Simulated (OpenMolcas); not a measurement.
# SiH2OF2 (SMILES O[SiH](F)F): levels of theory compared

Wanted: a comparison of 6 runs (HF/6-311+G**, B2PLYP/6-311+G**, M06-2X/6-311+G**, M06-L/6-311+G**, TPSS/6-311+G**, revPBE/6-311+G**) of SiH2OF2. 

Program for the calculation: OpenMolcas 26.06.

1 further run of the same task is left out (set aside as unsound or not needed).

## 1. The structure to begin with

The species is SiH2OF2 (6 atoms), meant as a singlet with charge 0. SMILES: `O[SiH](F)F`. The coordinates come from a PBE0-D4/def2-TZVP relaxation. This is one conformer, not always the lowest.

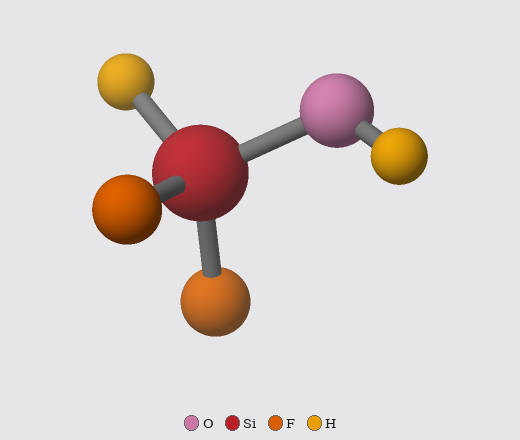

Viewed from a chosen angle; oxygen pink, silicon red, fluorine orange, hydrogen amber.

## 2. Energy and forces at HF/6-311+G(d,p) (run 1)

Contents of mol.inp:

```
&gateway
 baslib
 $CurrDir
 coord
 6
 angstrom
 O        0.027700       1.137900      -0.556400
 Si       0.121400      -0.236200       0.285200
 F        0.731800      -1.405100      -0.592400
 F       -1.315500      -0.739700       0.722100
 H       -0.477400       1.183000      -1.369500
 H        0.954100      -0.003800       1.464900
 basis
 6-311pGss
 group
 NoSym

&seward

&scf
 thresholds
 1e-10 1e-07 1e-07 1e-05
 prorbitals
 1 1

&alaska
```

The basis set 6-311+G** is read from a file made from the Basis Set Exchange's data (not shown).

Command:

```sh
$ export MOLCAS_MEM=1860
$ pymolcas mol.inp > mol.log
```

What it wrote:

```text
--- Start Module: gateway ---
[...]
--- Stop Module: gateway /rc=_RC_ALL_IS_WELL_ ---
[...]
      Basis functions          108
[...]
--- Start Module: scf ---
[...]
       Convergence after  14 Iterations
[...]
::    Total SCF energy                               -564.1111146196
[...]
      Total spin, S                                     0.0000000000
[...]
      Total electronic charge=   42.000000
      Total            charge=   -0.000000
[...]
      Dipole Moment (debye):
      Origin of the operator (angstrom)=   -0.0806   -0.3330    0.0195
                   X= -6.2208E-02               Y=  1.0271E+00               Z= -6.2408E-01           Total=  1.2035E+00
      Quadrupole Moment (debye*angstrom):
[...]
--- Stop Module: scf /rc=_RC_ALL_IS_WELL_ ---
[...]
--- Start Module: alaska ---
[...]
 *              Molecular gradients               *
 **************************************************
  Irreducible representation: a
 ------------------------------------------------------------------------------------------
                              X                       Y                       Z
 ------------------------------------------------------------------------------------------
  O1                1.30189776469516E-02    7.42409981053882E-03    1.66303490013133E-02
  SI2              -6.50725270619912E-03   -4.84177725133650E-03   -7.72789502635707E-03
  F3                2.38314263878081E-03   -2.15482008664836E-03   -2.00092339389002E-04
  F4               -1.84818731076675E-03   -7.70372244167206E-04    2.52158794486057E-03
  H5               -1.04838551442934E-02   -1.79736491463567E-03   -1.55058471437153E-02
  H6                3.43717487545137E-03    2.14023468620672E-03    4.28189756315955E-03
 ------------------------------------------------------------------------------------------
[...]
```

Wall time 26 s (1 thread of AMD EPYC 7R43 (Zen 3), shared host); peak memory 0.63 GiB.

## 3. The energy at B2PLYP/6-311+G(d,p) (run 2)

Contents of struct.xyz:

```xyz
6

O      0.027700     1.137900    -0.556400
Si     0.121400    -0.236200     0.285200
F      0.731800    -1.405100    -0.592400
F     -1.315500    -0.739700     0.722100
H     -0.477400     1.183000    -1.369500
H      0.954100    -0.003800     1.464900
```

Contents of calc.inp:

```
&gateway
 baslib
 $CurrDir
 coord
 struct.xyz
 basis
 6-311pGss
 group
 NoSym

&seward
 gridinput
 Grid=UltraFine
 End of Grid

&scf
 ksdft
 B2PLYP_SCF
 thresholds
 1e-10 1e-07 1e-07 1e-05
 prorbitals
 1 2

&mbpt2
 frozen
 8
```

The basis set 6-311+G** is read from a file made from the Basis Set Exchange's data (not shown).

Command:

```sh
$ export MOLCAS_MEM=1860
$ pymolcas calc.inp > calc.log
```

What it wrote:

```text
--- Start Module: gateway ---
[...]
--- Stop Module: gateway /rc=_RC_ALL_IS_WELL_ ---
[...]
      Basis functions          108
[...]
--- Start Module: scf ---
[...]
       Convergence after  14 Iterations
[...]
::    Total KS-DFT energy                            -565.3317380110
[...]
      Total spin, S                                     0.0000000000
[...]
      Total electronic charge=   42.000000
      Total            charge=   -0.000000
[...]
      Dipole Moment (debye):
      Origin of the operator (angstrom)=   -0.0806   -0.3330    0.0195
                   X= -7.4099E-02               Y=  1.0028E+00               Z= -6.3001E-01           Total=  1.1866E+00
      Quadrupole Moment (debye*angstrom):
[...]
--- Stop Module: scf /rc=_RC_ALL_IS_WELL_ ---
[...]
--- Start Module: mbpt2 ---
[...]
 ###    WARNING: MP2 implementation intended for RHF references only         ###
 ###############################################################################
MBPT2 WARNING: Reference function according to RunFile:KS-DFT
I'll assume you know what you're doing and continue
WARNING!
Default frozen orbitals as non valence orbitals is overwritten by user input.
Default values:   5
[...]
       Reference weight ( Cref**2 )         =        0.80169
::    Total MBPT2 energy                             -566.1891909887
[...]
      Total MBPT2 calculations                           0.84      0.95
--- Stop Module: mbpt2 /rc=_RC_ALL_IS_WELL_ ---
[...]
```

It took 39 s on 1 thread of AMD EPYC 7R43 (Zen 3), shared host; peak memory 0.62 GiB.

Runs 3 to 5 aren't shown in full; the table further down has their settings and results.

## 4. Energy and gradient at revPBE/6-311+G(d,p) (run 6)

Contents of mol.input:

```
* F2H2OSi Kohn-Sham DFT

&gateway
 baslib=$CurrDir
 basisset
 O.6-311pGss....
 O1 0.027700 1.137900 -0.556400 angstrom
 End of Basis
 basisset
 Si.6-311pGss....
 Si2 0.121400 -0.236200 0.285200 angstrom
 End of Basis
 basisset
 F.6-311pGss....
 F3 0.731800 -1.405100 -0.592400 angstrom
 F4 -1.315500 -0.739700 0.722100 angstrom
 End of Basis
 basisset
 H.6-311pGss....
 H5 -0.477400 1.183000 -1.369500 angstrom
 H6 0.954100 -0.003800 1.464900 angstrom
 End of Basis

&seward
 gridinput
 Grid=UltraFine
 End of Grid

&scf
 ksdft=revPBE
 thresholds=1e-10 1e-07 1e-07 1e-05
 prorbitals=1 1

&alaska
```

The basis set 6-311+G** is read from a file made from the Basis Set Exchange's data (not shown).

Command:

```sh
$ export MOLCAS_MEM=1860
$ pymolcas mol.input > mol.log
```

What it wrote:

```text
--- Start Module: gateway ---
[...]
--- Stop Module: gateway /rc=_RC_ALL_IS_WELL_ ---
[...]
      Basis functions          108
[...]
--- Start Module: scf ---
[...]
       Convergence after  15 Iterations
[...]
::    Total KS-DFT energy                            -565.7098638623
[...]
      Total spin, S                                     0.0000000000
[...]
      Total electronic charge=   42.000000
      Total            charge=   -0.000000
[...]
      Dipole Moment (debye):
      Origin of the operator (angstrom)=   -0.0806   -0.3330    0.0195
                   X= -1.3140E-01               Y=  9.3797E-01               Z= -6.8598E-01           Total=  1.1695E+00
      Quadrupole Moment (debye*angstrom):
[...]
--- Stop Module: scf /rc=_RC_ALL_IS_WELL_ ---
[...]
--- Start Module: alaska ---
[...]
 *              Molecular gradients               *
 **************************************************
  Irreducible representation: a
 ------------------------------------------------------------------------------------------
                              X                       Y                       Z
 ------------------------------------------------------------------------------------------
  O1               -3.28576980936912E-03   -1.91846393806934E-02    4.58675466368419E-03
  SI2              -1.53672473074975E-02   -1.23000500231529E-02   -1.77342557163183E-02
  F3               -1.29794370705092E-02    2.40916976712171E-02    1.78483095744859E-02
  F4                2.95391298796090E-02    1.02773601273896E-02   -9.44764827136702E-03
  H5                4.88343497397370E-03   -1.90855545670821E-03    8.59466686485355E-03
  H6               -2.79011066612789E-03   -9.75812938057929E-04   -3.84782711526288E-03
 ------------------------------------------------------------------------------------------
[...]
```

Run time: 49 s. Hardware: 1 thread of AMD EPYC 7R43 (Zen 3), shared host; peak memory 0.63 GiB.

## 5. All runs side by side

| run | level | task | frozen core orbitals | energy (Eh) | dipole moment (D) | HOMO energy (eV) | LUMO energy (eV) | wall time |
| --- | --- | --- | --- | --- | --- | --- | --- | --- |
| 1 | HF/6-311+G** | gradient | – | -564.111115 | 1.20 | -14.96 | 1.58 | 26 s |
| 2 | B2PLYP/6-311+G** | energy | 8 | -565.563250 | 1.19 | -12.24 | 0.45 | 39 s |
| 3 | M06-2X/6-311+G** | gradient | – | -565.764552 | 1.17 | -12.30 | 0.00 | 50 s |
| 4 | M06-L/6-311+G** | gradient | – | -565.829374 | 1.21 | -8.96 | -0.43 | 53 s |
| 5 | TPSS/6-311+G** | gradient | – | -565.910647 | 1.18 | -8.77 | -0.73 | 63 s |
| 6 | revPBE/6-311+G** | gradient | – | -565.709864 | 1.17 | -8.60 | -0.92 | 49 s |

## 6. Summary of results

```
                       quantity          value
            run 6: total energy  -565.70986 Eh
           run 6: dipole moment         1.17 D
             run 6: HOMO energy       -8.60 eV
             run 6: LUMO energy       -0.92 eV
           run 6: HOMO–LUMO gap        7.68 eV
run 6: largest force on an atom     1.680 eV/Å
```

**Reading.** The dipole moment (its size) runs from 1.17 D (revPBE/6-311+G**) to 1.21 D (M06-L/6-311+G**). The HOMO–LUMO gap runs from 7.68 eV (revPBE/6-311+G**) to 16.54 eV (HF/6-311+G**). Exact exchange widens orbital gaps. For B2PLYP the log adds the whole second-order term; the table takes 0.27 of it, as the functional is defined. Totals of different functionals can't be ranked against each other. All runs together took 4.7 min, the longest 63 s.
